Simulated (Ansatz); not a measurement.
# BH (quintet): from Hartree-Fock to the top rungs, aug-cc-pVTZ

Aim: climb from Hartree-Fock through coupled cluster for BH (quintet) at one geometry and basis, and see what each rung misses.

The runs use Ansatz 0.2.0, Gaussian basis; aug-cc-pVTZ, core rule «outside noble gas», up to 1 orbitals frozen.

The runs, in order: UHF; CCSD(T) on ROHF; CCSD(T) on UHF; BCCD(T) on ROHF; CCSDT(Q) on ROHF; CCSDT(Q) on UHF; Full CI.

10 further runs of the same task are left out: 2 for a known fault of the program, 3 that didn't finish, 5 set aside as unsound or not needed.

## (1) The geometry

The geometry is a PBE0/def2-TZVPD stationary point (not a proven minimum) of the parent state, kept for this charge and spin.

2 atoms, charge 0, spin multiplicity 5.

Atoms are counted from 1 here; the program's logs count them from 0.

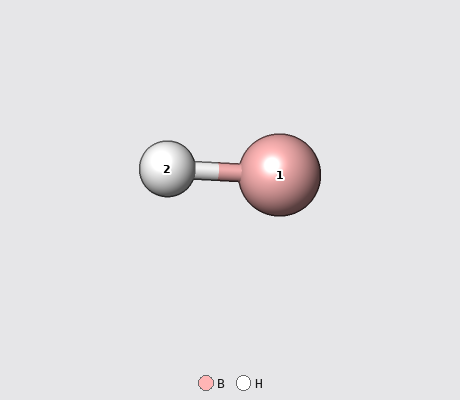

The structure; boron pink, hydrogen white; atoms are numbered from 1 in the order of the file.

As a file:

```xyz
2
BH
B     0.0000    0.0000    0.0000
H     0.0000    0.0000    1.2058
```

## (2) UHF

in.yaml

```yaml
crystal:
  periodic: [false, false, false]
  atoms:
    - {symbol: B, position_ang: [0.000000, 0.000000, 0.000000]}
    - {symbol: H, position_ang: [0.000000, 0.000000, 1.205800]}
basis:
  gaussian: {orbitals: aug-cc-pVTZ}
magnetization: {spin_polarized: true, initial_magnetization: 4}
hamiltonian: {xc: hf}
output: {orbitals: {seedname: orbitals}}
```

Command:

```
ansatz run in.yaml --threads 1 --pin off --events-out ev --progress --plain --max-ram 2560MiB --backend cpu
```

After this run come: CCSD(T) on ROHF; CCSD(T) on UHF; BCCD(T) on ROHF; CCSDT(Q) on ROHF; CCSDT(Q) on UHF; Full CI.

Before running them: what should the planned runs give, taken together? Wanted: FCI below the RHF energy; RMP2 from FCI; UMP2 from FCI; RCCSD from FCI; RCCSD(T) from FCI; UCCSD(T) from FCI; RCCSDT(Q) from FCI; UCCSDT(Q) from FCI; T1 diagnostic.

**Answer**, as computed:

```
                         quantity                                                                            value
         FCI below the RHF energy                                                                       -0.8120 eV
                    RMP2 from FCI                                                                       +210.8 meV
                    UMP2 from FCI                                                                       +210.3 meV
                   RCCSD from FCI                                                                        +13.8 meV
                RCCSD(T) from FCI                                                                         +3.1 meV
                UCCSD(T) from FCI                                                                         +2.5 meV
               RCCSDT(Q) from FCI                                                                         -0.3 meV
               UCCSDT(Q) from FCI                                                                         -0.9 meV
levels within 1 kcal/mol (43 meV)  RCCSD, UCCSD, RCCSD(T), UCCSD(T), BCCD(T), RCCSDT, UCCSDT, RCCSDT(Q), UCCSDT(Q)
                    T1 diagnostic                                                                            0.007
   effectively unpaired electrons                                                                             4.00
```

In words: RCCSD(T) misses by +3.1 meV, 0.4 % of the correlation energy. One determinant dominates. These misses are within one basis, not against nature; the frozen cores of restricted and unrestricted runs differ, which can shift their rows.
